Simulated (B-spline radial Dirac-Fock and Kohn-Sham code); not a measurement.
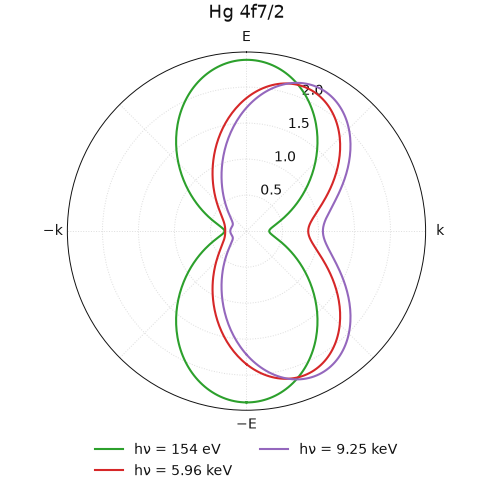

Figure. Angular distribution of photoelectrons from N7 (4f7/2) in the plane of the polarisation E (up) and the photon direction k (right), relative to an isotropic one. The figure is for neutral mercury. Method: a Dirac–Hartree–Slater potential; 1 + βP₂(cos θ) + (δ + γ cos²θ) sin θ cos φ with E1 and E1–E2 terms (computed with a radial B-spline solver).

At 154 eV, β = 1.379, γ = 0.010 and δ = 0.005. At 5.96 keV, β = 0.848, γ = 1.191 and δ = 0.281. At 9.25 keV, β = 0.714, γ = 1.516 and δ = 0.418. At 9.25 keV the emission 45° forward of E is 5.8 times that 45° backward, and the lobe peaks 27° from E towards k.
